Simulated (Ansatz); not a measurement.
ClH3N2Si (SMILES N=[Si](N)Cl)

```xyz
7

Cl    2.6772   -0.8763    0.8364
N    -0.5754   -1.4392    0.2178
N     1.1830   -0.2647   -1.7088
Si    0.8747   -0.9261   -0.1876
H    -0.8043   -1.8424    1.1182
H     0.4486   -0.1801   -2.3990
H     2.0862    0.0728   -2.0072
```

Geometry: B3LYP/6-31G*.

The calculation used isolated molecule in a Gaussian basis; Kohn-Sham density functional theory, functional PBE0 in Ansatz 0.2.0.

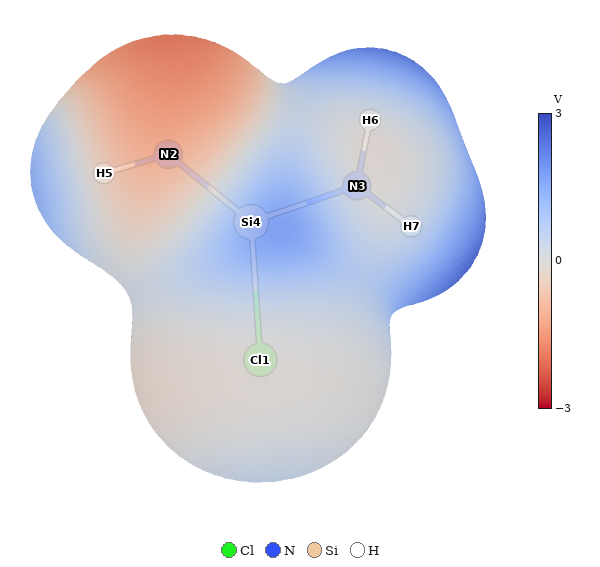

Figure 1. The electrostatic potential painted on the density surface at 0.002 e/bohr³, seen across its widest extent; red is negative and blue positive.

### Where is the surface potential most negative and most positive?

The most negative region (about −1.9 V) lies over N2, the most positive (about +2.5 V) over H7. Cl1 shows a σ-hole: about +0.4 V at the tip opposite its bond, against about 0.0 V on its flanks. N2 is the likeliest acceptor of a hydrogen bond.

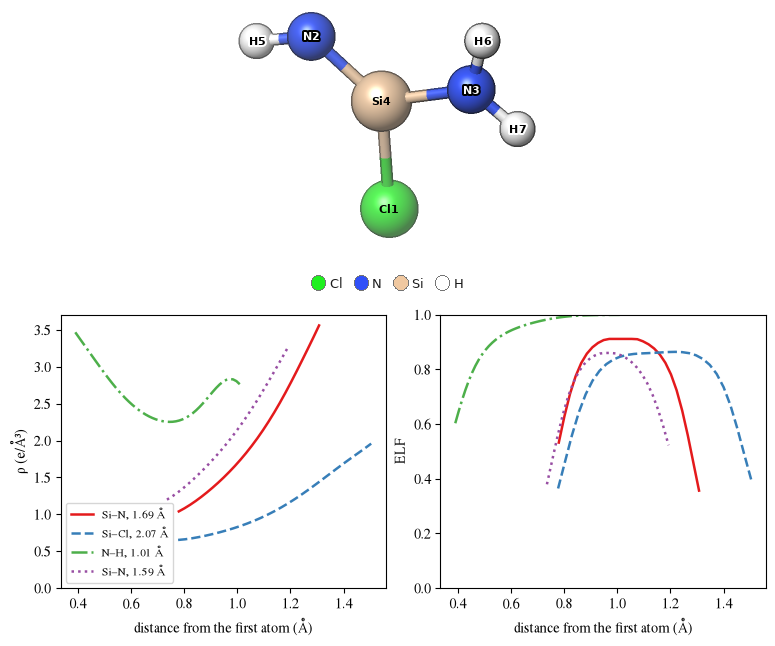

Figure 2. Total electron density and electron localisation function along straight lines between neighbouring atoms. The curves leave out the atomic cores. The structure is drawn too.

### What can be read from the curves?

Si–N (1.69 Å): ρ at the midpoint is about 1.2 e/Å³; the ELF peaks at about 0.90 between the atoms; a polar covalent bond.
Si–Cl (2.07 Å): ρ is about 0.87 e/Å³ halfway; the ELF peaks at about 0.85 between the atoms; a polar covalent bond.
N–H (1.01 Å): ρ at the midpoint is about 2.9 e/Å³; the ELF climbs to about 1 towards the hydrogen, as it does in any bond to H (an ordinary covalent bond to hydrogen).
Si–N (1.59 Å): the density is about 1.4 e/Å³ at the midpoint; the ELF peaks at about 0.85 between the atoms, as expected for a short, strongly polar bond.

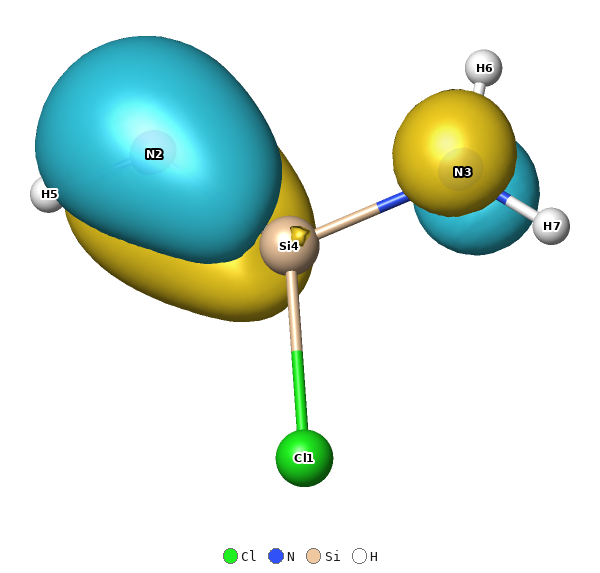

Figure 3. The HOMO at ±0.15 Å⁻³ᐟ² (yellow and cyan are the two phases), seen at a tilt.

### Describe this orbital and give its energy.

Its weight (Hirshfeld) is mainly on N2 (about 60 %), Si4 (about 20 %) and N3 (about 10 %); it changes sign across the molecular plane (π type); π-bonding across N2–Si4; π-antibonding (a node) across N3–Si4. Its energy is −7.23 eV.
